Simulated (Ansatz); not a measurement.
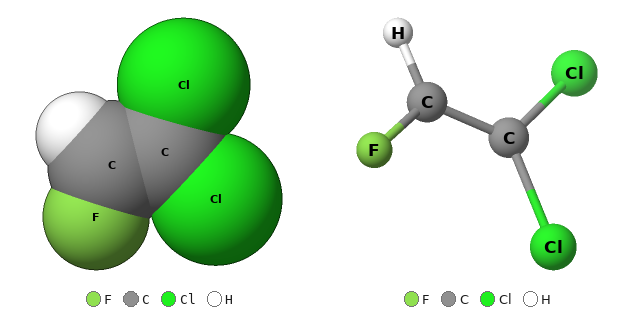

Two views of one molecule.

What does the picture show?

The molecule is C2HCl2F. SMILES: `FC=C(Cl)Cl`. It has no ring. Among its groups: alkene, C–F bond, C–Cl bond. The point group is Cs. All atoms lie on one plane. Coordination: 2 C trigonal planar.

More results for the same structure follow; atom numbers are the same in all pictures, views and colours differ. The computed structure is the end point of a PBE0-D4/def2-TZVP optimisation.

### Shape

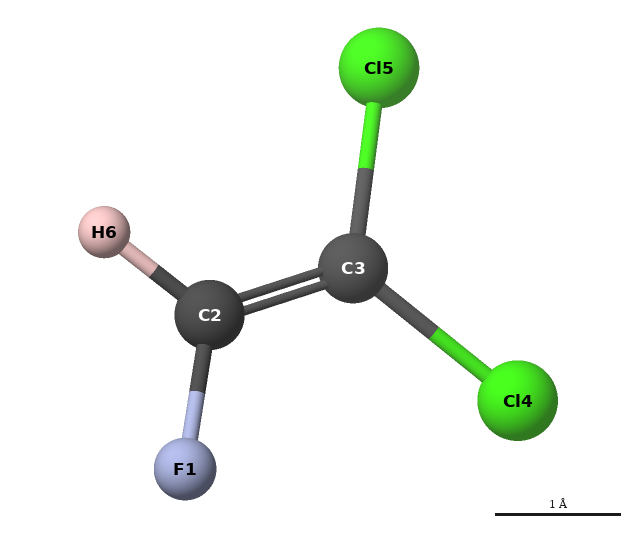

Atoms carry their numbers in the input.

Estimate the angles F1–C2–C3, F1–C2–H6, C3–C2–H6, C2–C3–Cl4, C2–C3–Cl5, Cl4–C3–Cl5.

| angle | degrees |
| --- | --- |
| F1–C2–C3 | 121.8 |
| F1–C2–H6 | 114.8 |
| C3–C2–H6 | 123.4 |
| C2–C3–Cl4 | 122.7 |
| C2–C3–Cl5 | 120.1 |
| Cl4–C3–Cl5 | 117.1 |

### Dipole moment

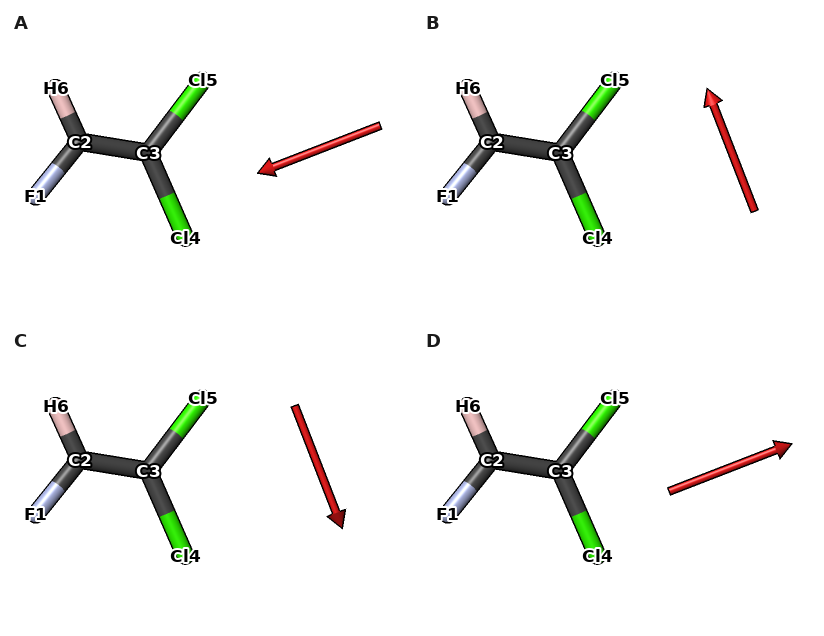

The same molecule four times, each with an arrow. Properties computed with RKS PBE-D4/def2-TZVPP (Ansatz 0.2.0).

**Which arrow points along the dipole moment, from the negative to the positive end?**

B. The dipole moment is 1.00 D; it points from the side of Cl4 to the side of H6 (the outermost atoms at the two ends).

### Electronic properties

Properties computed with RKS ωB97M-V/def2-SVP (Ansatz 0.2.0).

**Estimate the HOMO energy (Kohn–Sham orbital).**

−9.39 eV.

**Give the LUMO energy (Kohn–Sham orbital) at this level.**

2.12 eV.

### Thermal motion

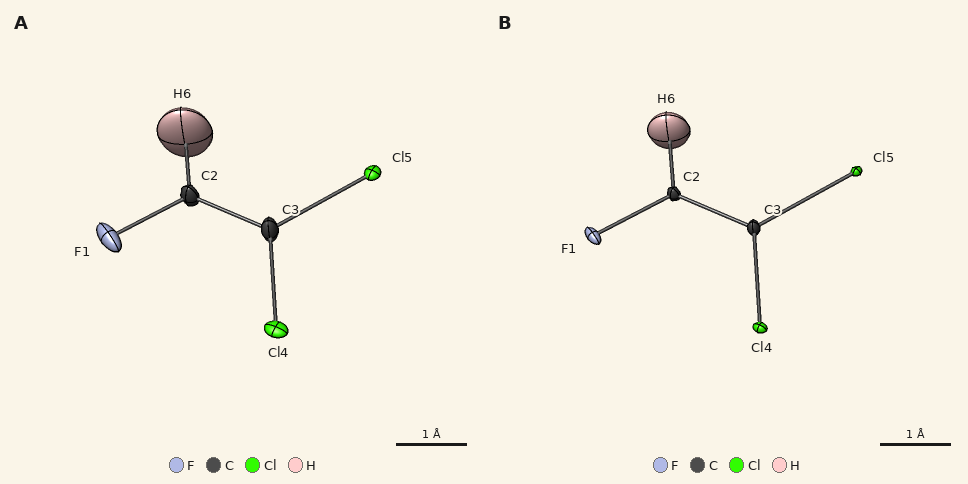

Displacement ellipsoids at the 50 % level, scaled by 1.5, from the internal vibrations of the free molecule (harmonic, no overall translation or rotation; no half-axis is drawn under 0.075 Å). Vibrations computed with RKS PBE0-D4/def2-TZVP (Ansatz 0.2.0). One panel is for 298 K, the other for 900 K.

**Which panel is for 900 K?**

A.

**How much does the mean-square displacement of Cl4 grow, and why?**

U_eq goes from 0.0011 to 0.0031 Å², a factor of 2.7. Modes below kT (626 cm⁻¹ at 900 K) grow about in proportion to T, and the lowest lies at 200 cm⁻¹; the mean-square amplitude of a mode is its zero-point value times coth(ħω/2kT), which comes close to 1 only above about 3kT.

### Charges

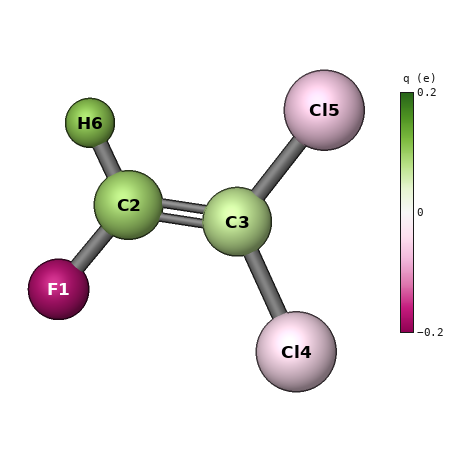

Atoms are coloured by their Mulliken charges. Level of theory: RKS r2SCAN-D4/def2-TZVPP (Ansatz 0.2.0).

**Which atom carries the highest charge (most positive or least negative)?**

H6 (0.11 e).

**And the lowest?**

F1 (−0.17 e).

Give the Mulliken charges atom by atom.

| atom | value (e) |
| --- | --- |
| F1 | −0.17 |
| C2 | 0.10 |
| C3 | 0.07 |
| Cl4 | −0.04 |
| Cl5 | −0.06 |
| H6 | 0.11 |

Mulliken values depend strongly on the basis set and can even reverse the polarity of a bond.
